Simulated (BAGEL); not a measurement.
# C3H9Al (trimethylaluminium (TMA)): a chain of runs

We compute the energy (HF/def2-SV(P)), then a single-point energy (NEVPT2(2,2)/def2-SV(P)), then a single-point energy (CASPT2(2,2)/def2-SV(P)) of C3H9Al (trimethylaluminium (TMA)). 

Program for the calculation: BAGEL 1.2.2.

## 1. Starting point

C3H9Al has 13 atoms, charge 0, and is taken as a singlet. SMILES: `[CH3][Al]([CH3])[CH3]`. The C3–H9 distance was set to 2.515 Å, away from the relaxed value. At this shape a bond of the SMILES string is far longer than usual.

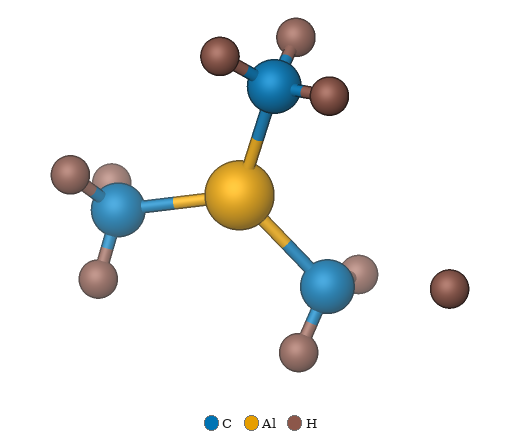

The structure, seen from a chosen angle (carbon blue, aluminium amber, hydrogen brown).

## 2. The energy at HF/def2-SV(P) (density fitting with svp-jkfit) (run 1)

The input, calc.json:

```json
{ "bagel": [

{
  "title": "molecule",
  "basis": "def2-sv_p_.json",
  "df_basis": "svp-jkfit",
  "angstrom": true,
  "geometry": [
    { "atom": "C", "xyz": [      -1.249765,       2.904366,      -0.926140 ] },
    { "atom": "Al", "xyz": [      -0.715495,       1.196666,      -0.129500 ] },
    { "atom": "C", "xyz": [       0.465705,       1.173046,       1.432710 ] },
    { "atom": "C", "xyz": [      -1.441955,      -0.480364,      -0.833850 ] },
    { "atom": "H", "xyz": [      -0.492305,       3.683396,      -0.801670 ] },
    { "atom": "H", "xyz": [      -2.161025,       3.275066,      -0.440130 ] },
    { "atom": "H", "xyz": [      -1.479575,       2.818456,      -1.991990 ] },
    { "atom": "H", "xyz": [       1.161285,       2.016966,       1.447490 ] },
    { "atom": "H", "xyz": [       1.802660,      -0.950480,       1.607140 ] },
    { "atom": "H", "xyz": [      -0.128825,       1.243756,       2.352250 ] },
    { "atom": "H", "xyz": [      -1.665505,      -0.426534,      -1.903120 ] },
    { "atom": "H", "xyz": [      -2.386855,      -0.719554,      -0.329880 ] },
    { "atom": "H", "xyz": [      -0.776315,      -1.331834,      -0.666380 ] }
  ]
},

{
  "title": "hf"
},

{
  "title": "print",
  "file": "orbitals.molden",
  "orbitals": true
}

]}
```

The basis set def2-SV(P) is read from a file made from the Basis Set Exchange's data (not shown).

Run with:

```sh
$ BAGEL_NUM_THREADS=1 BAGEL calc.json > calc.out
```

Output:

```text
* using 1 threads per process

  ===============================================================
  ===============================================================

  *** Geometry ***

  { "atom" : "C", "xyz" : [     -2.361714,      5.488456,     -1.750151 ] },
  { "atom" : "Al", "xyz" : [     -1.352090,      2.261371,     -0.244720 ] },
  { "atom" : "C", "xyz" : [      0.880055,      2.216736,      2.707430 ] },
  { "atom" : "C", "xyz" : [     -2.724900,     -0.907756,     -1.575748 ] },
  { "atom" : "H", "xyz" : [     -0.930322,      6.960610,     -1.514937 ] },
  { "atom" : "H", "xyz" : [     -4.083745,      6.188978,     -0.831725 ] },
  { "atom" : "H", "xyz" : [     -2.795992,      5.326110,     -3.764316 ] },
  { "atom" : "H", "xyz" : [      2.194511,      3.811513,      2.735360 ] },
  { "atom" : "H", "xyz" : [      3.406534,     -1.796147,      3.037054 ] },
  { "atom" : "H", "xyz" : [     -0.243444,      2.350358,      4.445108 ] },
  { "atom" : "H", "xyz" : [     -3.147348,     -0.806032,     -3.596376 ] },
  { "atom" : "H", "xyz" : [     -4.510502,     -1.359760,     -0.623383 ] },
  { "atom" : "H", "xyz" : [     -1.467023,     -2.516802,     -1.259276 ] },

  Number of auxiliary basis functions:      515

  Since a DF basis is specified, we compute 2- and 3-index integrals:
    o Being stored without compression. Storage requirement is 0.025 GB

  Number of basis functions:       78
  Number of electrons      :       40

    * METHOD: MOLECULE                             0.27

  *** RHF ***

  === Nuclear Repulsion ===
   148.0393805666

      * DIIS with orbital gradients will be used.

  === RHF iteration (def2-sv_p_.json) ===
      0       -360.05424490          0.02048092           0.06
      1       -360.24848197          0.01421223           0.06
      2       -360.37005384          0.00234957           0.06
      3       -360.37495403          0.00118531           0.06
      4       -360.37606685          0.00019196           0.06
      5       -360.37614211          0.00006700           0.06
      6       -360.37614898          0.00001749           0.06
      7       -360.37614943          0.00000756           0.06
      8       -360.37614953          0.00000364           0.06
      9       -360.37614955          0.00000166           0.06
     10       -360.37614956          0.00000062           0.06
     11       -360.37614956          0.00000020           0.06
     12       -360.37614956          0.00000008           0.06
     13       -360.37614956          0.00000004           0.06
     14       -360.37614956          0.00000001           0.06
     15       -360.37614956          0.00000001           0.06
    * SCF iteration converged.

    * Permanent dipole moment:
           (    0.689128,    -1.034165,     0.154318) a.u.

    * METHOD: HF                                   1.10

    * METHOD: PRINT                                0.02

  ===============================================================
```

It took 1.5 s on 1 thread of Arm Neoverse V1, shared host; peak memory 0.15 GiB.

## 3. A single-point energy at NEVPT2(2,2)/def2-SV(P) (density fitting with svp-jkfit) (run 2)

The input, nevpt2.json:

```json
{ "bagel" : [

{
  "title" : "molecule",
  "basis" : "def2-sv_p_.json",
  "df_basis" : "svp-jkfit",
  "angstrom" : "true",
  "geometry" : [
    { "atom" : "C", "xyz" : [      -1.249765,       2.904366,      -0.926140 ] },
    { "atom" : "Al", "xyz" : [      -0.715495,       1.196666,      -0.129500 ] },
    { "atom" : "C", "xyz" : [       0.465705,       1.173046,       1.432710 ] },
    { "atom" : "C", "xyz" : [      -1.441955,      -0.480364,      -0.833850 ] },
    { "atom" : "H", "xyz" : [      -0.492305,       3.683396,      -0.801670 ] },
    { "atom" : "H", "xyz" : [      -2.161025,       3.275066,      -0.440130 ] },
    { "atom" : "H", "xyz" : [      -1.479575,       2.818456,      -1.991990 ] },
    { "atom" : "H", "xyz" : [       1.161285,       2.016966,       1.447490 ] },
    { "atom" : "H", "xyz" : [       1.802660,      -0.950480,       1.607140 ] },
    { "atom" : "H", "xyz" : [      -0.128825,       1.243756,       2.352250 ] },
    { "atom" : "H", "xyz" : [      -1.665505,      -0.426534,      -1.903120 ] },
    { "atom" : "H", "xyz" : [      -2.386855,      -0.719554,      -0.329880 ] },
    { "atom" : "H", "xyz" : [      -0.776315,      -1.331834,      -0.666380 ] }
  ]
},

{
  "title" : "hf"
},

{
  "title" : "nevpt2",
  "nstate" : 1,
  "nact" : 2,
  "nclosed" : 19,
  "active" : [20, 21],
  "maxiter" : 200,
  "natocc" : "true",
  "ncore" : 8
},

{
  "title" : "print",
  "file" : "orbitals.molden",
  "orbitals" : "true"
}

]}
```

The basis set def2-SV(P) is read from a file made from the Basis Set Exchange's data (not shown).

Run with:

```sh
$ BAGEL_NUM_THREADS=1 BAGEL nevpt2.json > nevpt2.out
```

Output:

```text
* using 1 threads per process

  ===============================================================
  ===============================================================

  *** Geometry ***

  { "atom" : "C", "xyz" : [     -2.361714,      5.488456,     -1.750151 ] },
  { "atom" : "Al", "xyz" : [     -1.352090,      2.261371,     -0.244720 ] },
  { "atom" : "C", "xyz" : [      0.880055,      2.216736,      2.707430 ] },
  { "atom" : "C", "xyz" : [     -2.724900,     -0.907756,     -1.575748 ] },
  { "atom" : "H", "xyz" : [     -0.930322,      6.960610,     -1.514937 ] },
  { "atom" : "H", "xyz" : [     -4.083745,      6.188978,     -0.831725 ] },
  { "atom" : "H", "xyz" : [     -2.795992,      5.326110,     -3.764316 ] },
  { "atom" : "H", "xyz" : [      2.194511,      3.811513,      2.735360 ] },
  { "atom" : "H", "xyz" : [      3.406534,     -1.796147,      3.037054 ] },
  { "atom" : "H", "xyz" : [     -0.243444,      2.350358,      4.445108 ] },
  { "atom" : "H", "xyz" : [     -3.147348,     -0.806032,     -3.596376 ] },
  { "atom" : "H", "xyz" : [     -4.510502,     -1.359760,     -0.623383 ] },
  { "atom" : "H", "xyz" : [     -1.467023,     -2.516802,     -1.259276 ] },

  Number of auxiliary basis functions:      515

  Since a DF basis is specified, we compute 2- and 3-index integrals:
    o Being stored without compression. Storage requirement is 0.025 GB

  Number of basis functions:       78
  Number of electrons      :       40

    * METHOD: MOLECULE                             0.27

  *** RHF ***

  === Nuclear Repulsion ===
   148.0393805666

      * DIIS with orbital gradients will be used.

  === RHF iteration (def2-sv_p_.json) ===
      0       -360.05424490          0.02048092           0.06
      1       -360.24848197          0.01421223           0.06
      2       -360.37005384          0.00234957           0.06
      3       -360.37495403          0.00118531           0.06
      4       -360.37606685          0.00019196           0.06
      5       -360.37614211          0.00006700           0.06
      6       -360.37614898          0.00001749           0.06
      7       -360.37614943          0.00000756           0.06
      8       -360.37614953          0.00000364           0.06
      9       -360.37614955          0.00000166           0.06
     10       -360.37614956          0.00000062           0.06
     11       -360.37614956          0.00000020           0.06
     12       -360.37614956          0.00000008           0.06
     13       -360.37614956          0.00000004           0.06
     14       -360.37614956          0.00000001           0.06
     15       -360.37614956          0.00000001           0.06
    * SCF iteration converged.

    * Permanent dipole moment:
           (    0.689128,    -1.034165,     0.154318) a.u.

    * METHOD: HF                                   1.09

    * freezing 8 orbitals
  ---------------------------
      CASSCF calculation
  ---------------------------

    ==== Active orbitals : =====
         Orbital 20
         Orbital 21
    ============================

    * nstate   :      1
    * nclosed  :     19
    * nact     :      2
    * nvirt    :     57
  === CASSCF iteration (def2-sv_p_.json) ===

    * Using the second-order algorithm

      0  0      -360.42651521     5.56e-03      0.02

      1  0      -360.45900373     1.41e-03      0.31

      2  0      -360.46026759     3.79e-04      0.30

      3  0      -360.46031948     9.68e-05      0.31

      4  0      -360.46032258     2.42e-05      0.32

      5  0      -360.46032278     6.03e-06      0.32

      6  0      -360.46032279     1.50e-06      0.32

      7  0      -360.46032279     3.74e-07      0.31

      8  0      -360.46032279     9.32e-08      0.29

      9  0      -360.46032279     2.32e-08      0.26

     10  0      -360.46032279     5.78e-09      0.24

    * Second-order optimization converged. *

     guess   0:   closed 1.                   open ..

  === FCI iteration ===

      0  0      -360.36315173     8.97e-02      0.00
      1  0      -360.45638054     1.90e-02      0.00
      2  0 *    -360.46032279     3.94e-16      0.00

     * ci vector, state   0, <S^2> = 0.0000
       2.     0.8781081255
       .2    -0.4784622451

  === DF-NEVPT2 calculation ===

    * 3-index integral transformation done
    * assembly done

      NEVPT2 correlation energy:   -0.4164800261      0.15

          (+0)     -0.3758084845
          (+0)'    -0.0087730270
          (+1)     -0.0059525761
          (+1)'    -0.0000000000
          (+2)     -0.0002107516
          (-1)     -0.0253943698
          (-1)'     0.0000000000
          (-2)     -0.0003408172

      NEVPT2 total energy:       -360.8768028149

    * METHOD: NEVPT2                               3.41

    * METHOD: PRINT                                0.02

  ===============================================================
```

Wall time 5.1 s (1 thread of Arm Neoverse V1, shared host); peak memory 0.15 GiB.

## 4. The energy at CASPT2(2,2)/def2-SV(P) (density fitting with svp-jkfit) (run 3)

Changes to calc.json since step 2:

```diff
@@ -29,2 +29,12 @@
 {
+  "title": "casscf",
+  "nstate": 1,
+  "nact": 2,
+  "nclosed": 19,
+  "active": [20, 21],
+  "maxiter": 200,
+  "natocc": true
+},
+
+{
   "title": "print",
@@ -32,2 +42,13 @@
   "orbitals": true
+},
+
+{
+  "title": "smith",
+  "method": "caspt2",
+  "ms": true,
+  "xms": true,
+  "sssr": true,
+  "shift": 0.2,
+  "shift_imag": true,
+  "ncore": 8
 }
```

The basis set def2-SV(P) is read from a file made from the Basis Set Exchange's data (not shown).

Run with:

```sh
$ BAGEL_NUM_THREADS=1 BAGEL calc.json > calc.out
```

Output:

```text
* using 1 threads per process

  ===============================================================
  ===============================================================

  *** Geometry ***

  { "atom" : "C", "xyz" : [     -2.361714,      5.488456,     -1.750151 ] },
  { "atom" : "Al", "xyz" : [     -1.352090,      2.261371,     -0.244720 ] },
  { "atom" : "C", "xyz" : [      0.880055,      2.216736,      2.707430 ] },
  { "atom" : "C", "xyz" : [     -2.724900,     -0.907756,     -1.575748 ] },
  { "atom" : "H", "xyz" : [     -0.930322,      6.960610,     -1.514937 ] },
  { "atom" : "H", "xyz" : [     -4.083745,      6.188978,     -0.831725 ] },
  { "atom" : "H", "xyz" : [     -2.795992,      5.326110,     -3.764316 ] },
  { "atom" : "H", "xyz" : [      2.194511,      3.811513,      2.735360 ] },
  { "atom" : "H", "xyz" : [      3.406534,     -1.796147,      3.037054 ] },
  { "atom" : "H", "xyz" : [     -0.243444,      2.350358,      4.445108 ] },
  { "atom" : "H", "xyz" : [     -3.147348,     -0.806032,     -3.596376 ] },
  { "atom" : "H", "xyz" : [     -4.510502,     -1.359760,     -0.623383 ] },
  { "atom" : "H", "xyz" : [     -1.467023,     -2.516802,     -1.259276 ] },

  Number of auxiliary basis functions:      515

  Since a DF basis is specified, we compute 2- and 3-index integrals:
    o Being stored without compression. Storage requirement is 0.025 GB

  Number of basis functions:       78
  Number of electrons      :       40

    * METHOD: MOLECULE                             0.27

  *** RHF ***

  === Nuclear Repulsion ===
   148.0393805666

      * DIIS with orbital gradients will be used.

  === RHF iteration (def2-sv_p_.json) ===
      0       -360.05424490          0.02048092           0.06
      1       -360.24848197          0.01421223           0.06
      2       -360.37005384          0.00234957           0.06
      3       -360.37495403          0.00118531           0.06
      4       -360.37606685          0.00019196           0.06
      5       -360.37614211          0.00006700           0.06
      6       -360.37614898          0.00001749           0.06
      7       -360.37614943          0.00000756           0.06
      8       -360.37614953          0.00000364           0.06
      9       -360.37614955          0.00000166           0.06
     10       -360.37614956          0.00000062           0.06
     11       -360.37614956          0.00000020           0.06
     12       -360.37614956          0.00000008           0.06
     13       -360.37614956          0.00000004           0.06
     14       -360.37614956          0.00000001           0.06
     15       -360.37614956          0.00000001           0.06
    * SCF iteration converged.

    * Permanent dipole moment:
           (    0.689128,    -1.034165,     0.154318) a.u.

    * METHOD: HF                                   1.08

  ---------------------------
      CASSCF calculation
  ---------------------------

    ==== Active orbitals : =====
         Orbital 20
         Orbital 21
    ============================

    * nstate   :      1
    * nclosed  :     19
    * nact     :      2
    * nvirt    :     57
  === CASSCF iteration (def2-sv_p_.json) ===

    * Using the second-order algorithm

      0  0      -360.42651521     5.56e-03      0.02

      1  0      -360.45900373     1.41e-03      0.31

      2  0      -360.46026759     3.79e-04      0.30

      3  0      -360.46031948     9.68e-05      0.31

      4  0      -360.46032258     2.42e-05      0.32

      5  0      -360.46032278     6.03e-06      0.33

      6  0      -360.46032279     1.50e-06      0.33

      7  0      -360.46032279     3.74e-07      0.31

      8  0      -360.46032279     9.32e-08      0.29

      9  0      -360.46032279     2.32e-08      0.26

     10  0      -360.46032279     5.78e-09      0.24

    * Second-order optimization converged. *

     guess   0:   closed 1.                   open ..

  === FCI iteration ===

      0  0      -360.36315173     8.97e-02      0.00
      1  0      -360.45638054     1.90e-02      0.00
      2  0 *    -360.46032279     3.94e-16      0.00

     * ci vector, state   0, <S^2> = 0.0000
       2.     0.8781081255
       .2    -0.4784622451

    * METHOD: CASSCF                               3.16

    * METHOD: PRINT                                0.02

  === SMITH program ===

    * freezing 8 orbitals

    * Approximate memory requirement for SMITH calulation per MPI process:
      o Storage requirement for T-amplitude, lambda, and residual is 0.02 GB
      o Storage requirement for MO integrals is 0.00 GB
    * Calculating and saving rdm4f

    * Zeroth order energy : state  0       -0.4099440833

    * CASPT2 iteration is performed using orthogonal basis

      -------------------------------------------  CASPT2 iteration  ---------------------------------------------------
       #      aibj      arbs      arbi      airj      risj      airs      arst      rist         Etot      error   time
      ------------------------------------------------------------------------------------------------------------------

       0  -0.37365  -0.00047  -0.02731  -0.00656  -0.00034  -0.00905  -0.00000  -0.00000   -0.4173789  0.0005142   0.08
       1  -0.37367  -0.00047  -0.02735  -0.00657  -0.00034  -0.00912  -0.00000  -0.00000   -0.4175252  0.0000589   0.07
       2  -0.37367  -0.00047  -0.02735  -0.00657  -0.00034  -0.00912  -0.00000  -0.00000   -0.4175274  0.0000073   0.07
       3  -0.37367  -0.00047  -0.02735  -0.00657  -0.00034  -0.00912  -0.00000  -0.00000   -0.4175275  0.0000011   0.07
       4  -0.37367  -0.00047  -0.02735  -0.00657  -0.00034  -0.00912   0.00000  -0.00000   -0.4175275  0.0000001   0.07

      ------------------------------------------------------------------------------------------------------------------

    * CASPT2 energy : state  0     -360.8806715681
        w/o shift correction       -360.8778502574
        reference weight              0.8629102436

    * METHOD: SMITH                                0.58

  ===============================================================
```

It took 5.4 s on 1 thread of Arm Neoverse V1, shared host; peak memory 0.16 GiB.

## 5. Summary of results

```
                                   quantity          value
         run 1, HF/def2-SV(P): total energy  -360.37615 Eh
        run 1, HF/def2-SV(P): dipole moment         3.18 D
          run 1, HF/def2-SV(P): HOMO energy       -8.40 eV
          run 1, HF/def2-SV(P): LUMO energy        0.14 eV
        run 1, HF/def2-SV(P): HOMO–LUMO gap        8.54 eV
run 2, NEVPT2(2,2)/def2-SV(P): total energy  -360.87680 Eh
run 3, CASPT2(2,2)/def2-SV(P): total energy  -360.88067 Eh
```

What this shows: One bond (run 1, HF/def2-SV(P)) is far stretched, which a spin-restricted single reference describes badly; a broken-symmetry solution may lie lower.
